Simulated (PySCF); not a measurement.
GeH₈N, charge +1, SMILES `[NH4+].[GeH4]`.

Method: PBE0/def2-SVPD; geometry: GFN2-xTB; program: PySCF. GFN2-xTB bond lengths at metals and heavier atoms can be off by up to 0.1 Å and shapes distorted, which carries into these values.

Cartesian coordinates (Å):

```
N1      -2.7426   -0.0005   -0.0032
H2      -2.7881    0.7384    0.7082
H3      -3.4201    0.1994   -0.7484
H4      -2.9651   -0.9055    0.4276
H5      -1.7671   -0.0345   -0.4044
Ge6      0.8467    0.0004    0.0040
H7      -0.1944   -0.0864   -1.1149
H8       2.1946   -0.1115   -0.5638
H9       0.4796   -1.1097    0.9253
H10      0.5647    1.3013    0.6664
```

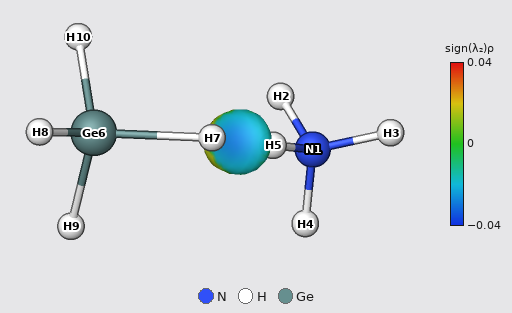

Non-covalent interaction surfaces between the fragments (reduced density gradient s = 0.6, coloured by sign(λ₂)ρ in a.u.; trimmed to the region between the fragments where ρ is under 0.06 a.u.). Fragment A: NH4(+1) (atoms 1–5); fragment B: GeH4.

Interpret the surfaces between the fragments.

Bond critical points between the fragments: H5···H7, H···H contact, 1.73 Å, ρ = 0.023 a.u. It appears blue-green. The pose is a local one from a semi-empirical search, not shown to be the most stable. With a charged fragment, long-range electrostatics, which these surfaces don't show, weighs heavily in the interaction energy.

How strongly are they bound?

The counterpoise-corrected interaction energy of the frozen fragments is −7.0 kcal/mol without dispersion correction and −8.0 kcal/mol with D3(BJ). The pair geometry is semi-empirical, not a minimum at this level.

Cost of the run: 26 s on 1 thread of Arm Neoverse V2, on a shared host, peak memory 0.55 GiB.
